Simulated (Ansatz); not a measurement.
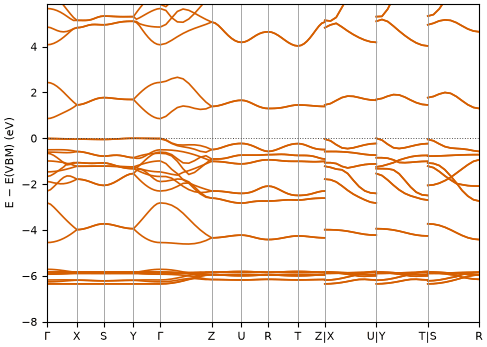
Figure: Band structure from PBE in the plane-wave PAW code Ansatz

Question: Read off the gap and where the band edges lie.

Answer: About 0.9 eV (0.86 eV by a search for the band edges); maximum on the Y–Γ line, 33 % of the way from Y, minimum at Γ.

The material is HgI2 in space group Pnnm (No. 58; Hg on 2a, I on 4g).

The cell is a constructed one: a structure type filled with these elements; neither database checked (COD, Materials Project) lists it. COD files the formula under space group No. 36, 137, 141, 142, so this cell is another polymorph or a model. Whether it is the stable phase at ambient conditions was not checked. The PBE relaxation kept the symmetry of its start; its stability against distortions is not shown here. Scalar-relativistic: spin–orbit coupling is off unless named, which matters more the heavier the elements.

Potentials: the later of the program's two PAW sets.
